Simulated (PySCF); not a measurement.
# C$_{5}$H$_{13}$FSi (SMILES CCC(C)(C)[SiH2]F): what the fields show

```xyz
20

C    -1.6572   -1.3834   -0.0786
C    -1.1594    0.0079   -0.4507
C     0.2494    0.3626    0.0567
C     0.5841    1.7646   -0.4727
C     0.2649    0.4183    1.5866
Si    1.5746   -0.8695   -0.5675
F     1.3165   -1.1240   -2.1408
H    -1.6888   -1.5185    0.9996
H    -1.0176   -2.1508   -0.5089
H    -2.6643   -1.5280   -0.4649
H    -1.8637    0.7498   -0.0599
H    -1.1656    0.0959   -1.5401
H     0.6000    1.7751   -1.5606
H     1.5557    2.0966   -0.1127
H    -0.1632    2.4843   -0.1387
H     1.2321    0.7662    1.9441
H    -0.4987    1.1060    1.9489
H     0.0811   -0.5594    2.0242
H     2.9103   -0.2922   -0.5067
H     1.5048   -2.1906    0.0397
```

Geometry: GFN2-xTB.

Method: PySCF 2.14.0, PBE0/pcSseg-1, SCF density, gas phase, non-relativistic.

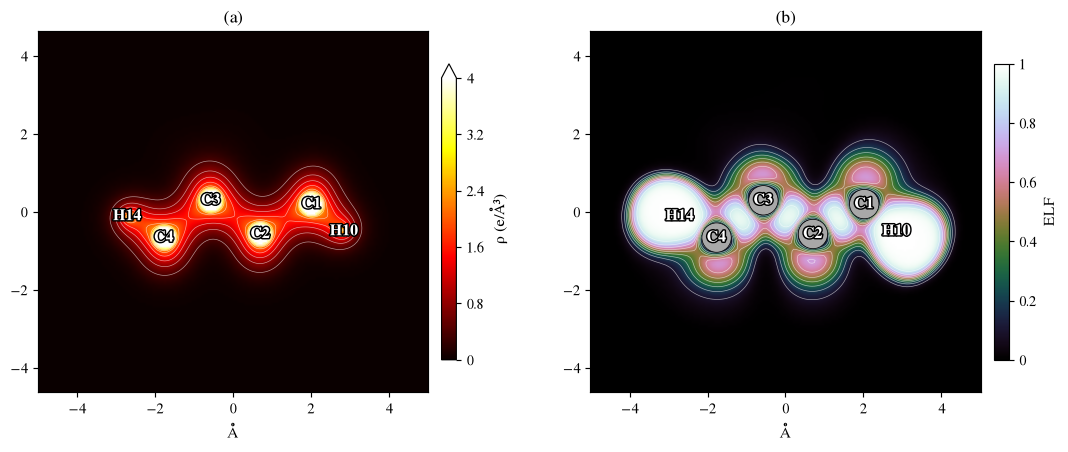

Figure 1. (a) total electron density; (b) ELF on the plane of atoms C3, C4 and H14. Grey discs cover the atomic cores in the ELF map.

Question: Interpret the plot.

Answer:
- Atoms in the plane: C and H.
- C–C (1.52 Å): ρ at the midpoint is about 1.6 e/Å³; the ELF peaks at about 0.95 between the atoms (a shared electron pair).
- C–H (1.09 Å): ρ is about 2 e/Å³ halfway; the ELF climbs to about 1 towards the hydrogen, as it does in any bond to H; a covalent bond by its length.

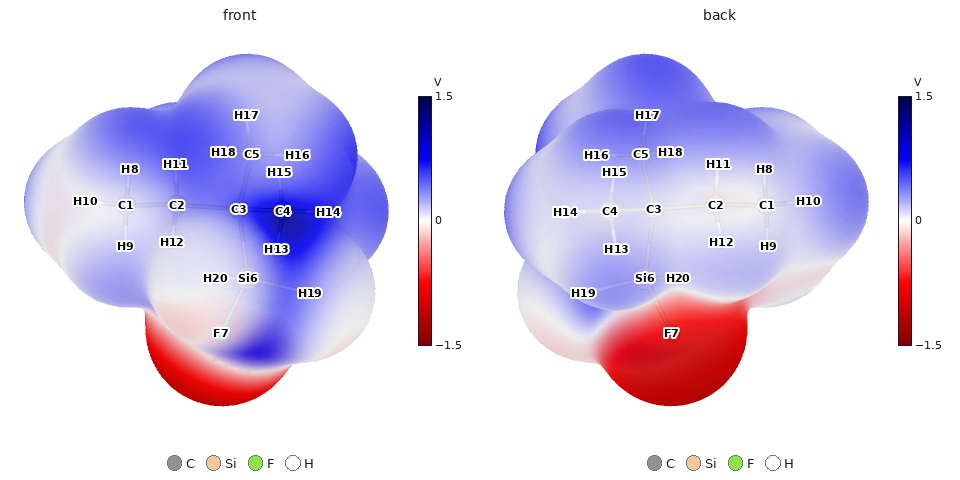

Figure 2. The molecular electrostatic potential painted on the density surface at 0.001 e/bohr³, seen from the front and from behind; the colour scale runs from red (negative) to blue (positive).

Question: Where is the surface potential most negative and most positive?

Answer: The most negative region (about −1.1 V, or −25 kcal/mol for a unit charge) lies over F7, the most positive (about +1.0 V, or +23 kcal/mol for a unit charge) over Si6.
